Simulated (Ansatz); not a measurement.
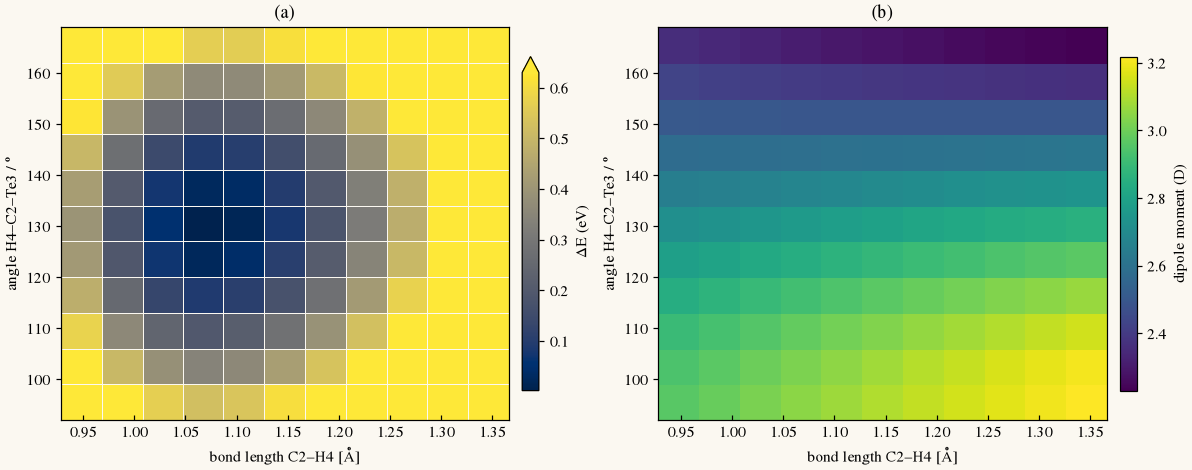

C₂HTe, SMILES [C]1=C[Te]1, spin multiplicity 2. 
- Coordinates scanned: (1) bond length C2–H4; (2) angle H4–C2–Te3.
- Nothing is relaxed (all other coordinates rigid).
- The scan uses an 11 × 11 grid.
- Points are written as (first, second).
- Energies: eV, counted from the relaxed molecule at the same level.
- All numbers below come from UKS PBE0-D4/def2-TZVP in Ansatz 0.2.0.

Panel (a) is the energy and panel (b) the computed dipole moment on the same grid.

Drawn: one coloured cell a grid point, one colour for all values above the top of the scale.

> How does the dipole moment vary over the map, and what is it at the lowest grid point?

Leaving out the highest fifth of the energies, it runs from 2.27 D at (1.187 Å, 165.5°) to 3.13 D at (1.227 Å, 102.5°). At the lowest grid point, (1.067 Å, 130.5°), it is 2.76 D.
